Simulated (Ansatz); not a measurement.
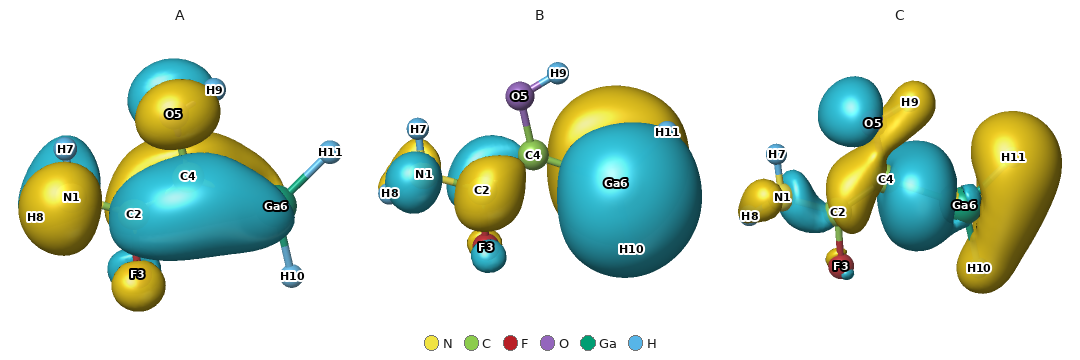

C2H5FGaNO (SMILES NC(F)=[C](O)[GaH2]). Three frontier orbitals at ±0.08 Å⁻³ᐟ² (yellow and cyan are the two phases), in no order.

Geometry: PBE0-D4/def2-TZVP.

Level of theory: RKS PBE0-D4/def2-TZVPP (Ansatz).

The calculation's input:

```
crystal:
  periodic: [false, false, false]
  atoms:
    - {symbol: N, position_ang: [0.269337, 1.890949, -0.922290]}
    - {symbol: C, position_ang: [-0.346377, 0.742195, -0.535978]}
    - {symbol: F, position_ang: [-1.602199, 0.665113, -0.975872]}
    - {symbol: C, position_ang: [0.174014, -0.222658, 0.247581]}
    - {symbol: O, position_ang: [1.506091, 0.018983, 0.586865]}
    - {symbol: Ga, position_ang: [-0.808283, -1.766394, 0.842824]}
    - {symbol: H, position_ang: [1.263533, 1.895567, -0.755498]}
    - {symbol: H, position_ang: [-0.024761, 2.278443, -1.804299]}
    - {symbol: H, position_ang: [1.824158, -0.717078, 1.112352]}
    - {symbol: H, position_ang: [-2.303305, -2.023099, 0.489637]}
    - {symbol: H, position_ang: [0.047773, -2.762010, 1.714690]}
basis:
  gaussian: {orbitals: def2-TZVPP}
hamiltonian: {xc: pbe0, dispersion: d4}
output: {orbitals: {seedname: orbitals}}
```

Command:

```sh
ansatz run in.yaml --threads 4 --pin off --events-out ev --progress --plain --max-ram 10444MiB
```

**Order the three orbitals by energy and name them.**

C is the HOMO−1 (−8.33 eV). It lies mainly on C4 (about 30 %), Ga6 (about 25 %), H11 (about 15 %), O5 (about 15 %) and C2 (about 5 %). A is the HOMO (−5.73 eV). It lies mainly on C4 (about 30 %), C2 (about 20 %), O5 (about 20 %), N1 (about 15 %) and Ga6 (about 10 %). B is the LUMO (−1.40 eV). By Hirshfeld shares it lies mainly on Ga6 (about 65 %), C2 (about 10 %) and C4 (about 5 %).

**What is the HOMO–LUMO gap?**

4.33 eV between the orbital energies.
